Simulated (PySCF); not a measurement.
# C6H7Cl: excited states, first hyperpolarisability

What do calculations give for the excited states, first hyperpolarisability of C6H7Cl (`C=C/C=C/C=C/Cl`)?

Programs: PySCF 2.14.0, with routines of our own; each step states its level. All values are computed. Atoms count from 0.

## 1. The system as given

14 atoms, charge 0, multiplicity 1; geometry from: GFN2-xTB.

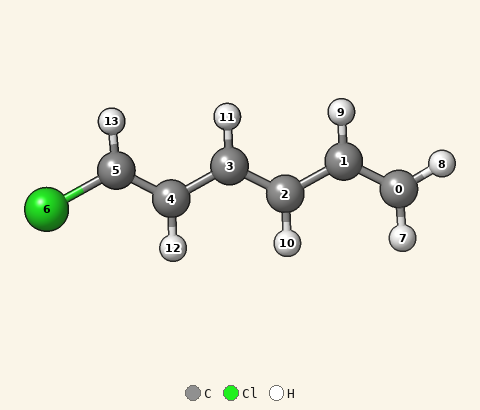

The starting geometry (carbon grey, chlorine green, hydrogen white).

## 2. Geometry optimisation at PBE0-D3(BJ)/def2-SVP

What the job is given:

```
{"job": {"xc": "PBE0", "basis": "def2-SVP", "d3": "d3bj", "grid": 2, "kind": "geom"}, "charge": 0, "multiplicity": 1}
C     -2.838534     0.456074    -1.121441
C     -1.849798     0.534267    -0.232442
C     -0.541603    -0.023101    -0.444978
C      0.458350     0.055233     0.450597
C      1.761945    -0.503198     0.232585
C      2.744928    -0.416691     1.130782
Cl     4.303894    -1.082799     0.871603
H     -2.706969    -0.041160    -2.068483
H     -3.808370     0.883338    -0.935192
H     -2.008596     1.040031     0.711483
H     -0.378531    -0.530585    -1.387115
H      0.296926     0.562037     1.393066
H      1.931190    -1.011225    -0.706595
H      2.634488     0.077307     2.083962
```

On the command line:

```sh
$ OMP_NUM_THREADS=1 python excited_run.py task.json out
```

One launch serves the whole session: the jobs run in the order shown.

The log of the run:

```text
step   0  E = -692.25581265  max force = 0.010533
step   1  E = -692.25739079  max force = 0.002128
step   2  E = -692.25737661  max force = 0.001473
step   3  E = -692.25741047  max force = 0.000380
step   4  E = -692.25741113  max force = 0.000324
optimisation converged
```

It took 31 s on 1 thread of Arm Neoverse V2, shared host; peak memory 0.68 GiB.

Relaxation path:

| step | energy from step 0 (eV) | largest force component (eV/Å) |
| --- | --- | --- |
| 0 | 0.0000 | 0.5416 |
| 1 | -0.0429 | 0.1094 |
| 2 | -0.0426 | 0.0757 |
| 3 | -0.0435 | 0.0195 |
| 4 | -0.0435 | 0.0167 |

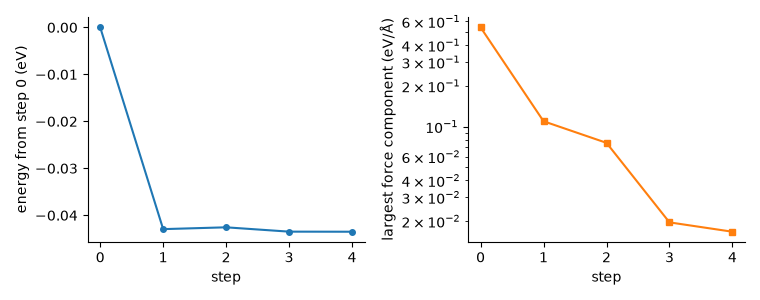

Energy and largest force along the relaxation.

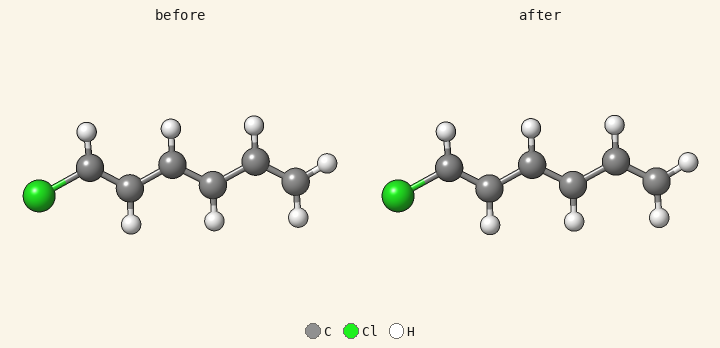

Before and after, at one scale.

Distances of close pairs at the start and the end, largest changes first:

| bond | before (Å) | after (Å) | change (Å) |
| --- | --- | --- | --- |
| C0–H7 | 1.078 | 1.094 | +0.017 |
| C0–H8 | 1.076 | 1.092 | +0.016 |
| C3–H11 | 1.082 | 1.097 | +0.015 |
| C2–H10 | 1.082 | 1.097 | +0.015 |
| C1–H9 | 1.083 | 1.097 | +0.014 |
| C4–H12 | 1.081 | 1.095 | +0.014 |
| C5–H13 | 1.079 | 1.093 | +0.014 |
| C0–C1 | 1.332 | 1.343 | +0.011 |

The end geometry stands in the next job.

| at the end point | value |
| --- | --- |
| point group (found at 0.08 Å tolerance) | Cs |
| rotational constants (GHz, main isotopes) | 21.316, 0.574, 0.559 |
| dipole moment (D) | 1.30 |

## 3. Excited states: TDA CAM-B3LYP/def2-TZVP

What the job is given:

```
{"job": {"kind": "states", "xc": "CAM-B3LYP", "basis": "def2-TZVP", "tda": true, "soc": true, "nstates": 6, "ntriplets": 5, "nquad": 4}, "charge": 0, "multiplicity": 1}
C     -2.453643     0.328071    -1.138569
C     -1.450107     0.402717    -0.249909
C     -0.133655    -0.157159    -0.460312
C      0.876934    -0.081578     0.435111
C      2.187485    -0.643618     0.216352
C      3.179957    -0.558936     1.117159
Cl     4.743930    -1.225524     0.865832
H     -2.321866    -0.177444    -2.100301
H     -3.432742     0.767062    -0.934586
H     -1.616477     0.916826     0.704612
H      0.040903    -0.673253    -1.412466
H      0.703279     0.434269     1.387410
H      2.374161    -1.161674    -0.730250
H      3.064992    -0.057354     2.081689
```

Level: TDA CAM-B3LYP/def2-TZVP excited states, vertical, gas phase, spin-orbit mean-field couplings.

The log of the run:

```text
coarse grid: 12480 points
cycle   1  E = -692.9391860846  dE =  9.642e-01  |g| = 3.578e-01  |ddm| = 2.865e+00
cycle   2  E = -692.9427967135  dE = -3.611e-03  |g| = 3.754e-01  |ddm| = 6.813e-01
cycle   3  E = -692.9761266317  dE = -3.333e-02  |g| = 7.406e-02  |ddm| = 3.430e-01
cycle   4  E = -692.9775115431  dE = -1.385e-03  |g| = 2.909e-02  |ddm| = 7.921e-02
cycle   5  E = -692.9777227330  dE = -2.112e-04  |g| = 6.232e-03  |ddm| = 2.787e-02
cycle   6  E = -692.9777340108  dE = -1.128e-05  |g| = 3.041e-03  |ddm| = 8.051e-03
cycle   7  E = -692.9777368957  dE = -2.885e-06  |g| = 9.013e-04  |ddm| = 3.538e-03
final grid: 116600 points
cycle   8  E = -692.9690299517  dE = -3.384e-05  |g| = 4.317e-03  |ddm| = 6.939e-02
cycle   9  E = -692.9690308366  dE = -8.849e-07  |g| = 3.724e-03  |ddm| = 8.042e-03
cycle  10  E = -692.9690340910  dE = -3.254e-06  |g| = 4.623e-04  |ddm| = 3.570e-03
cycle  11  E = -692.9690341360  dE = -4.498e-08  |g| = 2.214e-04  |ddm| = 6.066e-04
cycle  12  E = -692.9690341487  dE = -1.267e-08  |g| = 4.280e-05  |ddm| = 2.710e-04
cycle  13  E = -692.9690341492  dE = -5.427e-10  |g| = 1.601e-05  |ddm| = 8.583e-05
converged SCF energy = -692.9690341492

Singlet excitations
state   eV       nm        f     d(h-e)  d(exc)  Lambda  PR(NTO)  |dmu|/D   mu/D   main configurations
  1   5.0571   245.2   1.78631   0.377   3.782   0.846   1.084    1.177    0.470   H->L 0.96
  2   6.3586   195.0   0.00289   0.058   4.396   0.779   1.989    0.117    1.363   H-1->L 0.53, H->L+1 0.42
  3   6.4453   192.4   0.00003   1.199   3.588   0.377   1.089    4.171    5.631   H->L+3 0.54, H->L+2 0.34
  4   6.6333   186.9   0.00003   1.048   3.748   0.347   1.129    3.570    4.037   H->L+2 0.63, H->L+3 0.29
  5   6.7012   185.0   0.00000   2.632   3.971   0.267   1.030                     H-2->L 0.86, H-2->L+1 0.10
  6   7.0084   176.9   0.00855   0.543   3.334   0.699   1.507                     H->L+4 0.71, H-1->L 0.09

Triplet excitations (Tamm-Dancoff)
state   eV     d(h-e)  d(exc)  Lambda  PR(NTO)   main configurations
  1   2.4243   0.054   3.249   0.850   1.135   H->L 0.92
  2   4.0363   0.053   2.537   0.775   1.993   H-1->L 0.50, H->L+1 0.40
  3   5.1560   0.051   2.331   0.732   2.580   H->L+4 0.40, H-3->L 0.30, H-1->L+1 0.14
  4   5.9939   1.437   3.355   0.405   1.025   H->L+3 0.71, H-1->L+3 0.15
  5   6.2031   0.361   4.369   0.778   2.007   H->L+1 0.51, H-1->L 0.43
S1 - T1 = 2.6328 eV

Spin-orbit couplings |<S|Hso|T>| (cm-1)
             T1       T2       T3       T4       T5
S0        0.017    0.198    0.439  131.891    0.081
S1        0.010    0.015    0.028   18.910    0.012
S2        0.026    0.017    0.011    2.818    0.006
S3       23.205   18.094    7.379    2.343    2.118
S4       14.220   12.000    4.701    1.481    7.527
S5       68.229   73.965   42.695    2.357   74.149
S6        0.005    0.006    0.009    8.350    0.013
T1 sublevels (cm-1): 0.000 0.132 0.135   radiative rates (1/s): 0.00234 0.401 0.000797
```

Run time: 47 s. Hardware: 1 thread of Arm Neoverse V2, shared host; peak memory 1.1 GiB.

From this job:

| quantity | value |
| --- | --- |
| S1 less T1 | 2.63 eV |

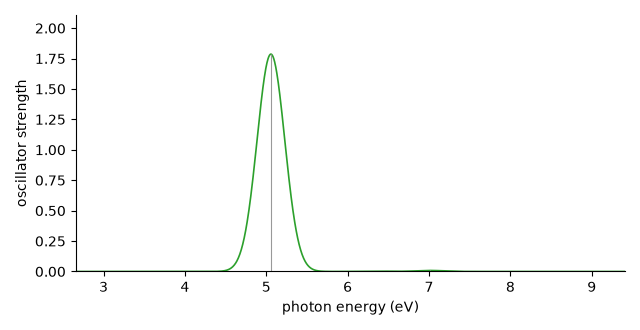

Absorption lines of the singlets. Lines are broadened to a width of 0.40 eV (Gaussian).

## 4. Excited states: TDDFT CAM-B3LYP/aug-cc-pVDZ

Settings changed since step 3:

```diff
@@ -1,2 +1,2 @@
-{"job": {"kind": "states", "xc": "CAM-B3LYP", "basis": "def2-TZVP", "tda": true, "soc": true, "nstates": 6, "ntriplets": 5, "nquad": 4}, "charge": 0, "multiplicity": 1}
+{"job": {"kind": "states", "xc": "CAM-B3LYP", "basis": "aug-cc-pVDZ", "tpa": true, "nstates": 8, "nquad": 6, "ntriplets": 0}, "charge": 0, "multiplicity": 1}
 C     -2.453643     0.328071    -1.138569
```

Method: TDDFT CAM-B3LYP/aug-cc-pVDZ excited states, vertical, gas phase, two-photon moments by quadratic response.

The log of the run:

```text
coarse grid: 12480 points
cycle   1  E = -692.8359305394  dE =  1.018e+00  |g| = 3.304e-01  |ddm| = 2.176e+01
cycle   2  E = -692.8380467336  dE = -2.116e-03  |g| = 3.602e-01  |ddm| = 5.193e+00
cycle   3  E = -692.8709654306  dE = -3.292e-02  |g| = 6.202e-02  |ddm| = 1.884e+00
cycle   4  E = -692.8720339520  dE = -1.069e-03  |g| = 2.447e-02  |ddm| = 3.996e-01
cycle   5  E = -692.8721999967  dE = -1.660e-04  |g| = 6.312e-03  |ddm| = 1.854e-01
cycle   6  E = -692.8722118155  dE = -1.182e-05  |g| = 2.153e-03  |ddm| = 3.482e-02
cycle   7  E = -692.8722137394  dE = -1.924e-06  |g| = 8.680e-04  |ddm| = 1.287e-02
final grid: 116600 points
cycle   8  E = -692.8961026967  dE = -1.665e-05  |g| = 3.368e-03  |ddm| = 3.858e-01
cycle   9  E = -692.8961035046  dE = -8.079e-07  |g| = 3.048e-03  |ddm| = 5.406e-02
cycle  10  E = -692.8961060639  dE = -2.559e-06  |g| = 3.635e-04  |ddm| = 1.901e-02
cycle  11  E = -692.8961060972  dE = -3.330e-08  |g| = 1.382e-04  |ddm| = 1.976e-03
cycle  12  E = -692.8961061033  dE = -6.138e-09  |g| = 3.607e-05  |ddm| = 1.050e-03
cycle  13  E = -692.8961061038  dE = -4.397e-10  |g| = 1.005e-05  |ddm| = 1.885e-04
converged SCF energy = -692.8961061038

Singlet excitations
state   eV       nm        f     d(h-e)  d(exc)  Lambda  PR(NTO)  |dmu|/D   mu/D   delta(TPA)   sigma/GM   main configurations
  1   4.6559   266.3   1.24626   0.343   3.768   0.827   1.140    1.087    0.627      196.13      1.558   H->L 0.98
  2   5.5304   224.2   0.00141   2.246   4.769   0.212   1.044    9.511    9.033       21.41      0.240   H->L+1 0.86
  3   5.6143   220.8   0.00050   2.124   4.678   0.197   1.037    8.759    9.096       53.73      0.620   H->L+2 0.75, H->L+3 0.12
  4   5.9432   208.6   0.00760   1.424   5.236   0.208   1.124    6.770    5.284      207.10      2.680   H->L+3 0.66, H->L+2 0.11
  5   6.1934   200.2   0.00145   0.399   4.193   0.644   1.359    1.553    2.826     9217.71    129.532   H->L+6 0.74, H-1->L 0.11, H->L+8 0.10
  6   6.2448   198.5   0.00125   2.928   4.820   0.253   1.024   12.229   13.742       43.83      0.626   H->L+5 0.44, H->L+7 0.24
  7   6.3637   194.8   0.00391   0.249   4.136   0.591   1.928                                            H->L+8 0.55, H-1->L 0.38
  8   6.4007   193.7   0.00492   0.862   5.303   0.180   1.119                                            H->L+4 0.84
```

It took 46 s on 1 thread of Arm Neoverse V2, shared host; peak memory 0.92 GiB.

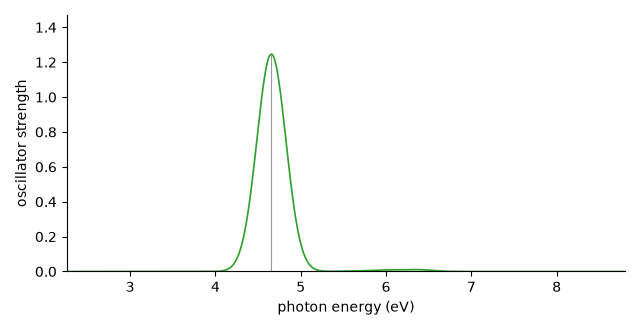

Absorption lines of the singlets. Lines are broadened to a width of 0.40 eV (Gaussian).

## 5. First hyperpolarisability: quadratic response CAM-B3LYP/aug-cc-pVDZ

Settings changed since step 4:

```diff
@@ -1,2 +1,2 @@
-{"job": {"kind": "states", "xc": "CAM-B3LYP", "basis": "aug-cc-pVDZ", "tpa": true, "nstates": 8, "nquad": 6, "ntriplets": 0}, "charge": 0, "multiplicity": 1}
+{"job": {"kind": "beta", "xc": "CAM-B3LYP", "basis": "aug-cc-pVDZ"}, "charge": 0, "multiplicity": 1}
 C     -2.453643     0.328071    -1.138569
```

With the program's defaults for keys left out, this is: quadratic response CAM-B3LYP/aug-cc-pVDZ first hyperpolarisability, Taylor convention, gas phase.

The log of the run:

```text
coarse grid: 12480 points
cycle   1  E = -692.8359305394  dE =  1.018e+00  |g| = 3.304e-01  |ddm| = 2.176e+01
cycle   2  E = -692.8380467336  dE = -2.116e-03  |g| = 3.602e-01  |ddm| = 5.193e+00
cycle   3  E = -692.8709654306  dE = -3.292e-02  |g| = 6.202e-02  |ddm| = 1.884e+00
cycle   4  E = -692.8720339520  dE = -1.069e-03  |g| = 2.447e-02  |ddm| = 3.996e-01
cycle   5  E = -692.8721999967  dE = -1.660e-04  |g| = 6.312e-03  |ddm| = 1.854e-01
cycle   6  E = -692.8722118155  dE = -1.182e-05  |g| = 2.153e-03  |ddm| = 3.482e-02
cycle   7  E = -692.8722137394  dE = -1.924e-06  |g| = 8.680e-04  |ddm| = 1.287e-02
final grid: 116600 points
cycle   8  E = -692.8961026967  dE = -1.665e-05  |g| = 3.368e-03  |ddm| = 3.858e-01
cycle   9  E = -692.8961035046  dE = -8.079e-07  |g| = 3.048e-03  |ddm| = 5.406e-02
cycle  10  E = -692.8961060639  dE = -2.559e-06  |g| = 3.635e-04  |ddm| = 1.901e-02
cycle  11  E = -692.8961060972  dE = -3.330e-08  |g| = 1.382e-04  |ddm| = 1.976e-03
cycle  12  E = -692.8961061033  dE = -6.138e-09  |g| = 3.607e-05  |ddm| = 1.050e-03
cycle  13  E = -692.8961061038  dE = -4.397e-10  |g| = 1.005e-05  |ddm| = 1.885e-04
converged SCF energy = -692.8961061038

Lowest singlets (eV, f): 4.6559 1.2463  5.5304 0.0014  5.6143 0.0005

First hyperpolarisability (au)
process     nm      |vector|   parallel      HRS      DR
static         -      778.71    -436.14     303.35   6.331
shg       1907.0      870.12    -486.85     339.93   6.205
eope      1907.0      807.42    -452.07          -       -
shg       1064.0     1145.99    -639.73     450.79   5.918
eope      1064.0      877.20    -490.77          -       -
```

Wall time 34 s (1 thread of Arm Neoverse V2, shared host); peak memory 0.89 GiB.

## 6. Excited states: TDA CAM-B3LYP/def2-TZVP in cyclohexane

Settings changed since step 5:

```diff
@@ -1,2 +1,2 @@
-{"job": {"kind": "beta", "xc": "CAM-B3LYP", "basis": "aug-cc-pVDZ"}, "charge": 0, "multiplicity": 1}
+{"job": {"kind": "states", "xc": "CAM-B3LYP", "basis": "def2-TZVP", "tda": true, "soc": true, "nstates": 6, "ntriplets": 5, "nquad": 4, "solvent": "cyclohexane"}, "charge": 0, "multiplicity": 1}
 C     -2.453643     0.328071    -1.138569
```

Level: TDA CAM-B3LYP/def2-TZVP excited states, vertical, IEF-PCM cyclohexane (non-equilibrium response), spin-orbit mean-field couplings.

The log of the run:

```text
coarse grid: 12480 points
cycle   1  E = -692.9428064120  dE =  9.607e-01  |g| = 3.517e-01  |ddm| = 2.862e+00
cycle   2  E = -692.9495931024  dE = -6.787e-03  |g| = 3.531e-01  |ddm| = 6.075e-01
cycle   3  E = -692.9787712037  dE = -2.918e-02  |g| = 6.758e-02  |ddm| = 2.806e-01
cycle   4  E = -692.9799282495  dE = -1.157e-03  |g| = 2.726e-02  |ddm| = 7.293e-02
cycle   5  E = -692.9801145470  dE = -1.863e-04  |g| = 5.595e-03  |ddm| = 2.574e-02
cycle   6  E = -692.9801243901  dE = -9.843e-06  |g| = 2.751e-03  |ddm| = 7.679e-03
final grid: 116600 points
cycle   7  E = -692.9713965753  dE = -3.350e-05  |g| = 5.206e-03  |ddm| = 6.969e-02
cycle   8  E = -692.9713959925  dE =  5.828e-07  |g| = 5.350e-03  |ddm| = 8.189e-03
cycle   9  E = -692.9714024247  dE = -6.432e-06  |g| = 7.021e-04  |ddm| = 3.564e-03
cycle  10  E = -692.9714025435  dE = -1.188e-07  |g| = 2.096e-04  |ddm| = 6.720e-04
cycle  11  E = -692.9714025576  dE = -1.405e-08  |g| = 5.419e-05  |ddm| = 3.515e-04
cycle  12  E = -692.9714025586  dE = -1.048e-09  |g| = 2.875e-05  |ddm| = 8.616e-05
cycle  13  E = -692.9714025589  dE = -2.582e-10  |g| = 6.046e-06  |ddm| = 4.077e-05
converged SCF energy = -692.9714025589

Singlet excitations
state   eV       nm        f     d(h-e)  d(exc)  Lambda  PR(NTO)  |dmu|/D   mu/D   main configurations
  1   4.7223   262.6   1.82313   0.273   3.741   0.849   1.073    1.113    0.677   H->L 0.96
  2   6.3645   194.8   0.00128   0.056   4.393   0.781   1.961    0.308    1.343   H-1->L 0.56, H->L+1 0.40
  3   6.4625   191.9   0.00004   1.499   3.583   0.382   1.056    5.880    7.526   H->L+3 0.47, H->L+2 0.39, H-1->L+3 0.09
  4   6.7490   183.7   0.00003   0.654   3.784   0.359   1.446    2.653    2.193   H->L+2 0.48, H->L+3 0.32, H-2->L 0.13
  5   6.7619   183.4   0.00001   2.156   3.918   0.288   1.370                     H-2->L 0.73, H-2->L+1 0.09
  6   6.9058   179.5   0.01171   0.335   3.019   0.755   2.065                     H->L+1 0.44, H-1->L 0.34, H->L+4 0.14

Triplet excitations (Tamm-Dancoff)
state   eV     d(h-e)  d(exc)  Lambda  PR(NTO)   main configurations
  1   2.4319   0.049   3.248   0.851   1.134   H->L 0.92
  2   4.0482   0.052   2.535   0.777   1.992   H-1->L 0.50, H->L+1 0.40
  3   5.1689   0.049   2.328   0.734   2.584   H->L+4 0.40, H-3->L 0.31, H-1->L+1 0.14
  4   5.9938   1.498   3.367   0.390   1.022   H->L+3 0.60, H->L+2 0.17, H-1->L+3 0.14
  5   6.2179   0.296   4.360   0.780   2.002   H->L+1 0.51, H-1->L 0.43
S1 - T1 = 2.2904 eV

Spin-orbit couplings |<S|Hso|T>| (cm-1)
             T1       T2       T3       T4       T5
S0        0.017    0.190    0.422  129.096    0.082
S1        0.009    0.018    0.032   16.972    0.009
S2        0.026    0.017    0.009    2.952    0.006
S3       25.113   19.664    7.901    2.002    2.399
S4       26.222   27.497   15.338    1.334   27.937
S5       61.473   66.762   38.691    3.081   64.462
S6        0.047    0.049    0.030   17.644    0.048
T1 sublevels (cm-1): 0.000 0.123 0.126   radiative rates (1/s): 0.00305 0.379 0.000852
```

Wall time 48 s (1 thread of Arm Neoverse V2, shared host); peak memory 1.1 GiB.

From this job:

| quantity | value |
| --- | --- |
| S1 less T1 | 2.29 eV |

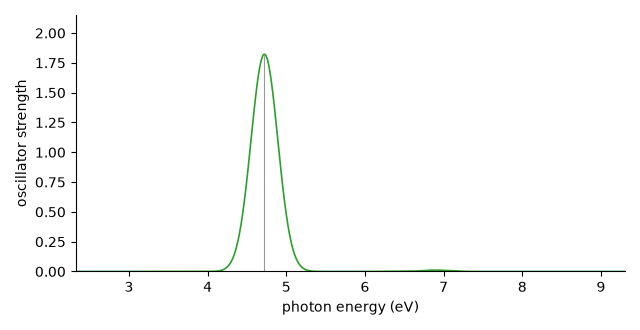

Absorption lines of the singlets. Lines are broadened to a width of 0.40 eV (Gaussian).

## 7. Outcome

| quantity | value |
| --- | --- |
| point group | Cs |
| rotational constants (main isotopes) | 21.32, 0.57, 0.56 GHz |
| S1 less T1 (step 3, TDA CAM-B3LYP/def2-TZVP) | 2.63 eV |
| β vector (step 5, quadratic response CAM-B3LYP/aug-cc-pVDZ) | static 779, SHG 1907.0 nm 870, SHG 1064.0 nm 1146 au |
| S1 less T1 (step 6, TDA CAM-B3LYP/def2-TZVP in cyclohexane) | 2.29 eV |

In words: The optimisation took 4 steps and gained 0.043 eV; among the close pairs (by a distance rule), C0–H7 changed most, from 1.078 to 1.094 Å. No frequency check was run at this level, so the end point may be a saddle. In step 3, the number of triplets below S1 is 2, and the largest singlet-triplet spin-orbit coupling is S0–T4, 131.89 cm⁻¹. β grows from 779 au (static) to 1146 au for doubling at 1064.0 nm: normal dispersion, which grows as twice the photon energy moves toward the bright states. In step 6, the number of triplets below S1 is 2, and the largest singlet-triplet spin-orbit coupling is S0–T4, 129.10 cm⁻¹.
